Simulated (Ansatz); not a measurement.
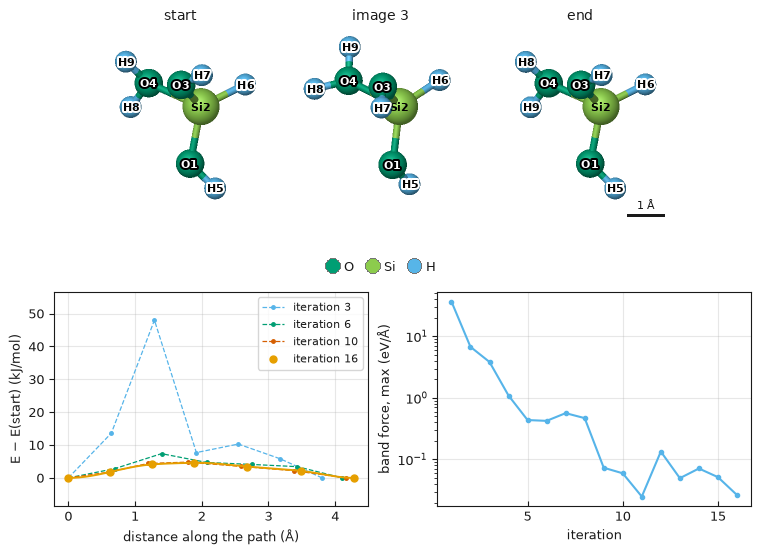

A nudged-elastic-band calculation for SiH5O3 (charge +1). Images are numbered from 0 (start) to 6 (end). The plot follows the band through its iterations. Style: ball-and-stick. Shown from a free direction.

Level of theory: Ansatz, RKS PBE-D4/def2-SVP. Run with 5 movable images; climbing image; force threshold 0.03 eV/Å; iteration limit 60; starting path through a guess of the saddle point.

How did the profile develop, and is the result final?

Answer. The result is final at these settings. The band converged in 16 iterations. The largest component of the band force went from 37 to 0.026 eV/Å. The climbing image converged on the top of the path. Its vibrational analysis gives one imaginary mode (101i cm⁻¹), as a transition state must have. The first iteration put the highest image at 653.70 kJ/mol. The barrier is about 4.61 kJ/mol in both directions, with image 3 at the top; the ends have the same energy.
